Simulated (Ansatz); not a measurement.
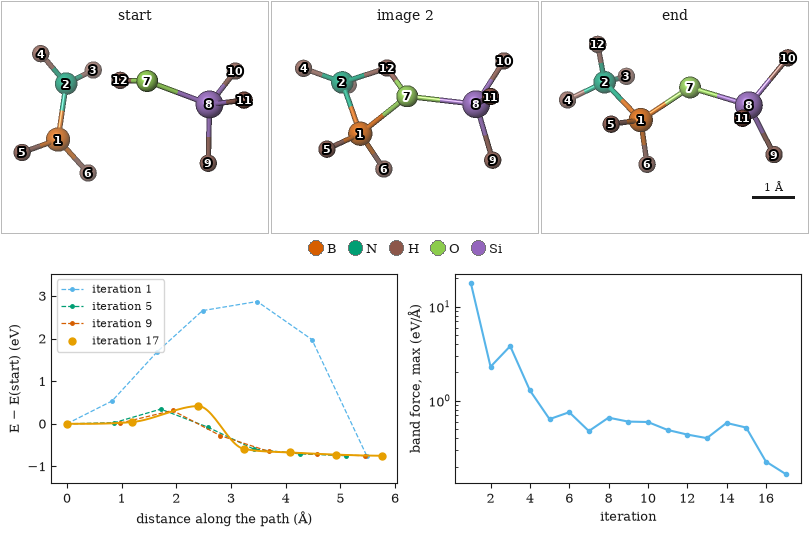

A nudged-elastic-band calculation for BSiNH8O. Images are numbered from 0 (start) to 6 (end). The plot follows the band through its iterations. A ball-and-stick model, seen at a tilt.

Computed with Ansatz 0.2.0, RKS PBE0-D4/def2-SVP. Settings: 5 movable images; climbing image; force threshold 0.2 eV/Å; iteration limit 60; starting path through a guess of the saddle point.

**How did the profile develop, and is the result final?**

The run met only a loose threshold, so the barrier can't be trusted yet. The band converged in 17 iterations. The largest component of the band force went from 18 to 0.17 eV/Å. The climbing image converged on the top of the path. Its curvatures weren't checked. The force threshold is so loose that the height of the top is at best an upper bound. The first iteration put the highest image at 2.87 eV. The highest point, image 2, lies 0.42 eV above the start and 1.17 eV above the end; the end is at −0.75 eV relative to the start.
